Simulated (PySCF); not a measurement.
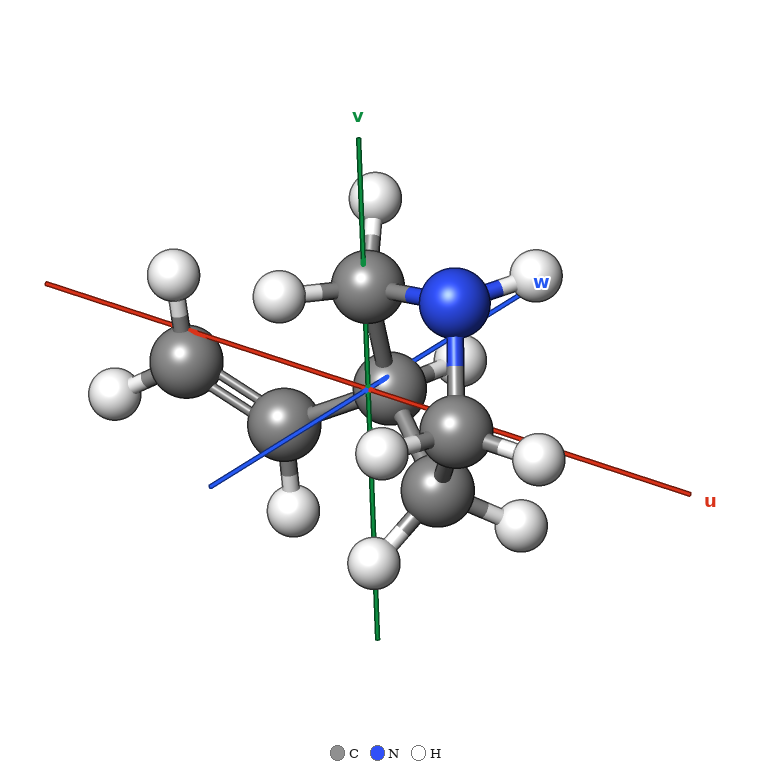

The lines u, v and w are the principal axes of the static dipole polarisability. Computed geometry: GFN2-xTB optimisation. No frequency run is at hand to confirm it as a minimum. Level of theory: ωB97X-D/def2-SVPD (PySCF 2.14.0).

Question: Along which axis is the molecule most polarisable, and along which least?

Answer: Most along u, least along w.

Question: Give the three principal values.

Answer: u 91.3, v 73.9, w 64.4 bohr³; mean 76.5, anisotropy 23.6 bohr³.
